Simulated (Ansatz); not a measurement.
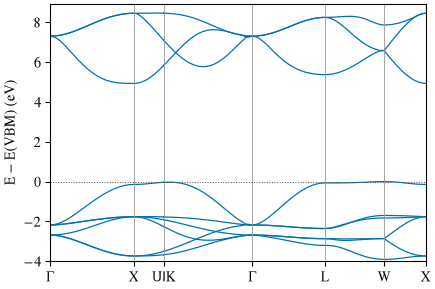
*Band structure from r²SCAN in the plane-wave PAW code Ansatz*

**Question.** Read off the gap and where the band edges lie.

**Answer.** About 4.9 eV (4.93 eV by a search for the band edges); maximum at W, minimum at X.

**Question.** Which compound is it?
A. PbF2, fluorite
B. MgO, rock salt
C. Si3N4, Fd-3m (Si on 16c, Si on 8b, N on 32e)

**Answer.** A, PbF2, fluorite

Space group Fm-3m (fluorite). The r²SCAN relaxation kept the symmetry of its start. Spin–orbit coupling is left out wherever it is not named.

Potentials: the later of the program's two PAW sets.
